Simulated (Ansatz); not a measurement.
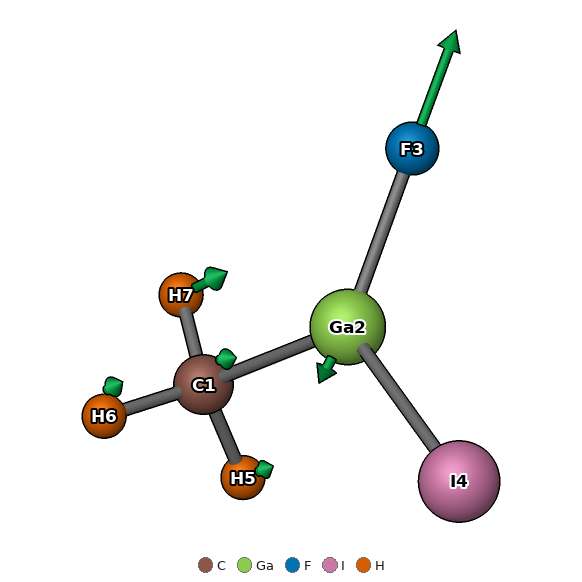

The arrows show one normal mode. Harmonic vibrations computed with RKS PBE0-D4/def2-TZVP, core potentials on I (Ansatz 0.2.0) at a stationary point of the same level.

Question: What kind of motion is it?

Answer: Mostly Ga–F stretching.

Question: Estimate its harmonic wavenumber.

Answer: 681 cm⁻¹; it is mode 7 of 15 counted from the lowest.
